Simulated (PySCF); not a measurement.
**C$_{2}$H$_{5}$OS, doublet, SMILES `CSC[O]`: what the electrons do**

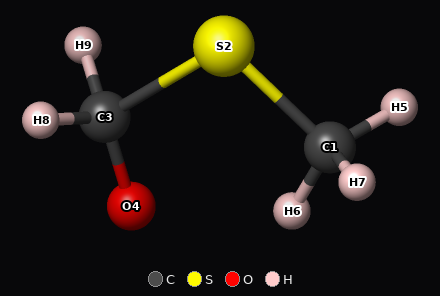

The molecule, with its atoms numbered as below. No frequency check shows the geometry to be a minimum.

Geometry (Å), atoms numbered from 1:

```
C1       1.2361   -0.9840    0.0003
S2       0.7121    0.7275   -0.0001
C3      -1.2250    0.4138   -0.0001
O4      -1.5586   -0.7922   -0.0001
H5       1.8279   -1.1725   -0.8911
H6       0.3193   -1.5825    0.0009
H7       1.8288   -1.1724    0.8893
H8      -1.4829    1.0228    0.8922
H9      -1.4838    1.0226   -0.8908
```

## 1. Bonding charge

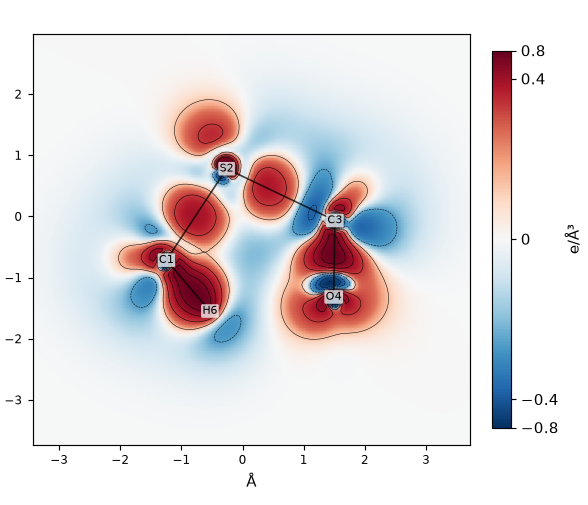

Deformation density (molecule less spherical, spin-averaged free atoms) in the plane of C1, S2, C3, O4 and H6; colour scale in e/Å³, logarithmic beyond ±0.1; red: gain, blue: loss.

PySCF calculation, HF/cc-pVTZ, gas phase; geometry: GFN2-xTB. The stability of the open-shell solution wasn't checked. GFN2-xTB doesn't know the spin state, so this open-shell geometry is rough.

**Describe the bonding that the map shows.**

C1–H6: +0.82 e/Å³ at the bond critical point (bond length 1.09 Å, Mayer order 0.9). C3–O4: +0.71 e/Å³ at the bond critical point (bond length 1.25 Å, Mayer order 1.7). C1–S2: +0.37 e/Å³ at the bond critical point (bond length 1.79 Å, Mayer order 1.0). S2–C3: +0.11 e/Å³ at the bond critical point (bond length 1.96 Å, Mayer order 0.6); up to 0.6 Å beside the axis the gain reaches +0.33 e/Å³. In all, 2.2 electrons gather in the regions of gain relative to the promolecule. A small or negative value marks a very polar bond, one between electron-rich atoms, whose free-atom densities already overlap strongly, a long bond to a heavier atom, or a closed-shell contact such as a hydrogen bond.

## 2. Bond critical points

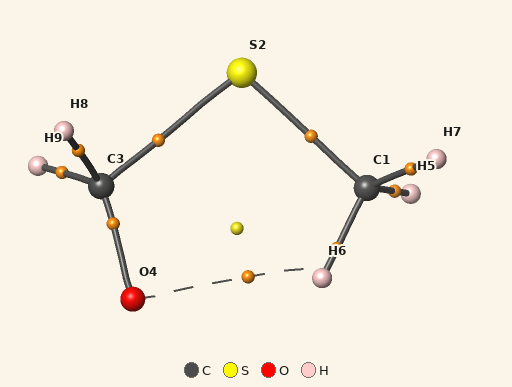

Molecular graph of the electron density (QTAIM): bond paths, bond critical points (orange), ring points (yellow, if any); weak paths are dashed.

**How many critical points of each kind are there, and does the count close?**

9 nuclei, 9 bond, 1 ring and 0 cage critical points: 9 − 9 + 1 − 0 = 1, as the Poincaré–Hopf relation requires.

**Tabulate density, Laplacian, ellipticity and energy density at the bond critical points (atomic units).**

```json
{"bond": "C3–O4", "length (Å)": "1.251", "ρ (a.u.)": "0.396", "∇²ρ (a.u.)": "−0.62", "ε": "0.00", "H (a.u.)": "−0.696"}
{"bond": "C1–H6", "length (Å)": "1.095", "ρ (a.u.)": "0.296", "∇²ρ (a.u.)": "−1.24", "ε": "0.01", "H (a.u.)": "−0.341"}
{"bond": "C1–H7", "length (Å)": "1.085", "ρ (a.u.)": "0.295", "∇²ρ (a.u.)": "−1.22", "ε": "0.01", "H (a.u.)": "−0.346"}
{"bond": "C1–H5", "length (Å)": "1.086", "ρ (a.u.)": "0.294", "∇²ρ (a.u.)": "−1.21", "ε": "0.01", "H (a.u.)": "−0.344"}
{"bond": "C3–H9 (2 alike)", "length (Å)": "1.110", "ρ (a.u.)": "0.289", "∇²ρ (a.u.)": "−1.19", "ε": "0.03", "H (a.u.)": "−0.332"}
{"bond": "C1–S2", "length (Å)": "1.790", "ρ (a.u.)": "0.198", "∇²ρ (a.u.)": "−0.40", "ε": "0.03", "H (a.u.)": "−0.149"}
{"bond": "S2–C3", "length (Å)": "1.962", "ρ (a.u.)": "0.130", "∇²ρ (a.u.)": "−0.10", "ε": "0.14", "H (a.u.)": "−0.074"}
{"bond": "O4–H6", "length (Å)": "2.037", "ρ (a.u.)": "0.025", "∇²ρ (a.u.)": "+0.10", "ε": "0.21", "H (a.u.)": "+0.003"}
```

**What kind of interaction is C3–H9?**

Shared-shell (covalent): ρ = 0.289, ∇²ρ = −1.19, H = −0.332 a.u.

**Are there bond paths between atoms that aren't covalently bonded?**

Yes: O4–H6 (2.04 Å, ρ = 0.025).

## 3. Electrostatic potential

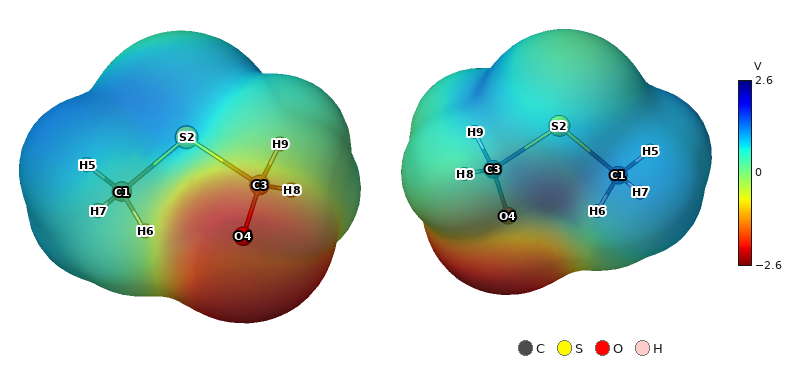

Electrostatic potential on the surface of electron density 0.001 a.u. (back view left, front view right).

**Where are the extremes of the potential on the surface?**

Highest: 1.36 V, 1.7 Å from H7, and at like points elsewhere. Lowest: −2.52 V, 1.8 Å from O4. Further minima include 0.21 V, 2.2 Å from S2. The surface is sampled at points, so like sites can differ by a few per cent and only the strongest of them is named.

**What volume does the surface enclose, and what is the dipole moment?**

About 98 Å³; the dipole moment is 4.6 D.

## 4. Spin density

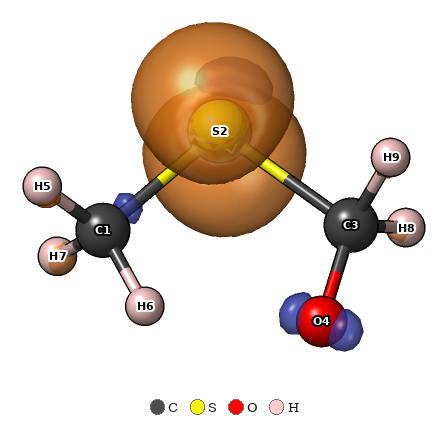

Spin density ρα − ρβ at ±0.05 e/Å³ (orange: excess α, blue: excess β).

**Give the atomic spin populations that go with this picture.**

Hirshfeld spin populations: S2 +0.90. Spin polarisation leaves negative spin on O4 (−0.02). ⟨S²⟩ = 0.77, against 0.75 for a pure state.

## 5. In an electric field

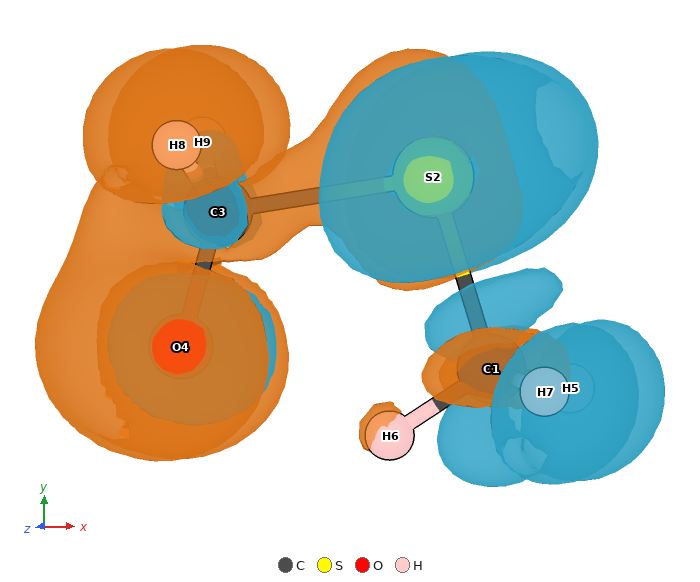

Change of the electron density in a uniform field of 0.51 V/Å, surfaces at ±0.004 e/Å³ (light blue: gain, orange: loss).

Level of theory: r2SCAN/6-31+G* (PySCF), at a geometry from GFN2-xTB. The basis has diffuse s and p functions alone, which still leaves polarisabilities too small, most of all across bonds. The stability of the open-shell solution wasn't checked. GFN2-xTB doesn't know the spin state, so this open-shell geometry is rough.

**Along which Cartesian direction does the field point?**

Along −x: electrons gather on the +x side, against the field.

**How large is the response?**

The induced dipole is 2.30 D (+2.29 D along the field); α along this axis, from the fields in both directions, is 91 bohr³ (13.5 Å³).

**Which atoms gain and lose the most charge?**

Electrons gather most on S2 (Hirshfeld charge changes by −0.090 e) and leave O4 most (+0.075 e); 0.200 electrons are displaced in all.

The PySCF runs shown took 10 s and 100 s on 1 thread of Arm Neoverse V1, on a shared host.
